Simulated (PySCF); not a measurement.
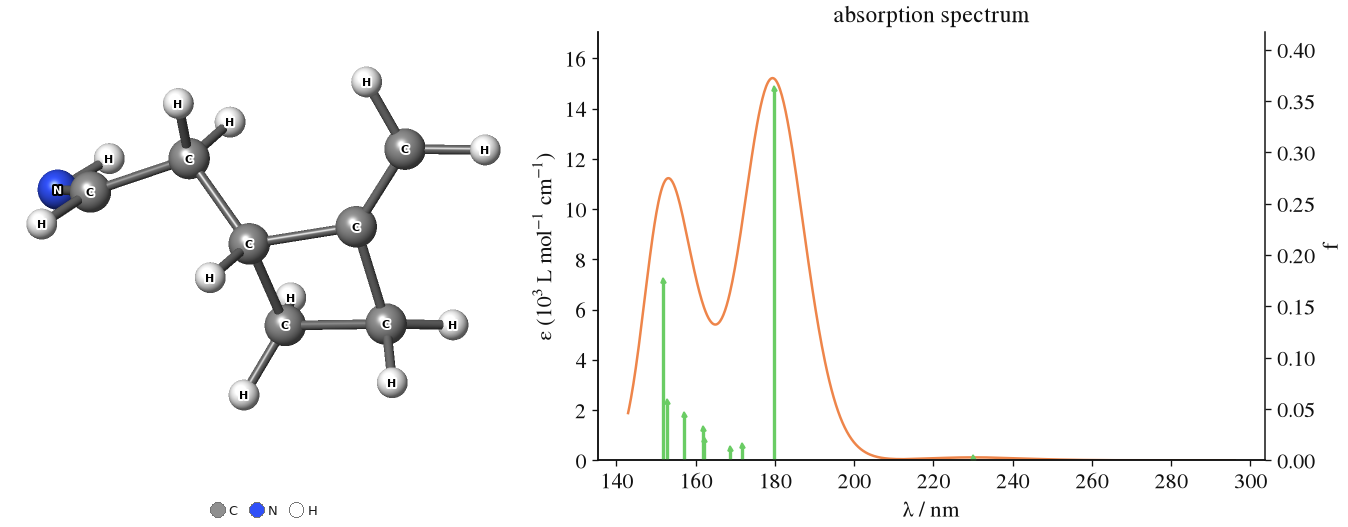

Computed absorption of C₇H₁₁N, SMILES [H]/N=C\C[C@H]1CCC1=C. Vertical TDDFT excitations, ωB97X-D/def2-SVPD with PySCF, at a PBE0-D3(BJ)/def2-SVP geometry (no frequency check), gas phase. Only the first 10 singlet excitations are included; each is broadened by a Gaussian of 1/e half-width 0.40 eV. Sticks give oscillator strengths (right axis). States within 0.01 eV of each other are merged, with their strengths summed. The highest state may be half of a pair whose partner wasn't computed.

Q: Where is the lowest singlet, and is it bright?

A: S1 lies at 5.39 eV (230 nm) with f = 0.003, mixed, the largest part being HOMO−1 → LUMO (46 %); it is dark or nearly so.

Q: Which of the computed transitions is the brightest, and what character does the calculation give it?

A: S2 at 6.90 eV (180 nm), f = 0.363, mainly HOMO → LUMO (52 %).

Note: one conformer of a flexible molecule; core orbitals are frozen in the response.
